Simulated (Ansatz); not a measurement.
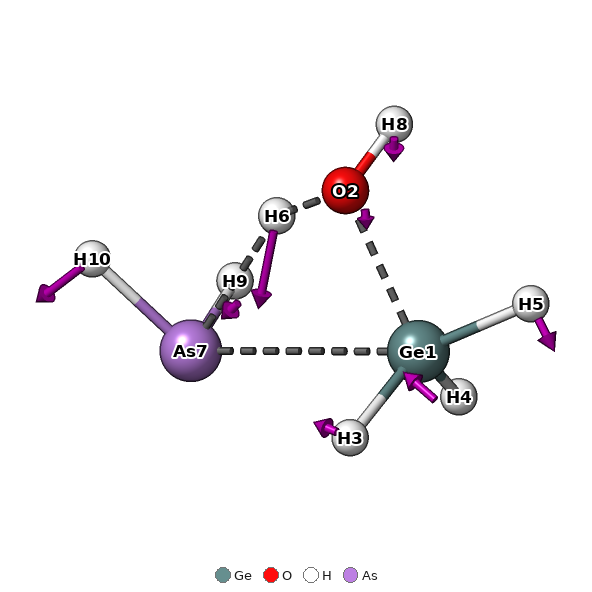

The arrows show one normal mode. Broken sticks mark bonds that form or break. Harmonic vibrations computed with RKS PBE0-D4/def2-TZVP (Ansatz 0.2.0) at a stationary point of the same level. It is a saddle point of order 1.

At what wavenumber does it lie?

418i cm⁻¹; it is mode 1 of 24 counted from the lowest. It is the reaction coordinate: Ge1–As7 forms (3.03 Å), O2–H6 forms (1.07 Å), Ge1–O2 breaks (1.97 Å), H6–As7 breaks (2.08 Å), or the reverse.
